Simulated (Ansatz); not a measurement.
Results of RPBE (Ansatz, a first-principles code, plane waves, PAW) for CsCl-type AuZn (cubic form, which distorts at low temperature).

Numerical settings: plane-wave cutoff 520 eV, 18×18×18 k mesh, Fermi–Dirac smearing 0.05 eV, scalar-relativistic PAW data made under PBE.

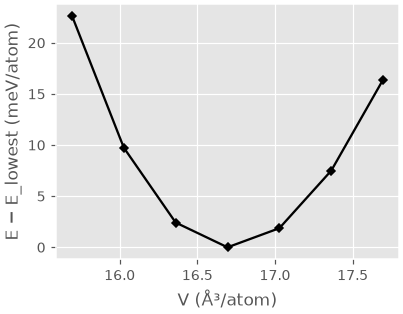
Total energy against volume

### Question
From the curve, estimate the equilibrium volume and the bulk modulus.

### Answer
V0 ≈ 16.7 Å³/atom and B0 ≈ 100 GPa; the fit gives V0 = 16.708 Å³/atom, B0 = 102 GPa, B′ = 5.7.

Measured, for comparison: bulk modulus 131 GPa (temperature not stated, not corrected to a static lattice; as tabulated in Nepal et al. (2020), arXiv:2007.11150). Computed (rounded) less measured: bulk modulus -22 %.

Note: symmetry holds this phase in the static calculation, where it need not be a minimum.

Spin–orbit coupling is not included; it can shift volumes and moduli of such heavy elements.

The result took about 2.4 core-minutes (a rough figure).
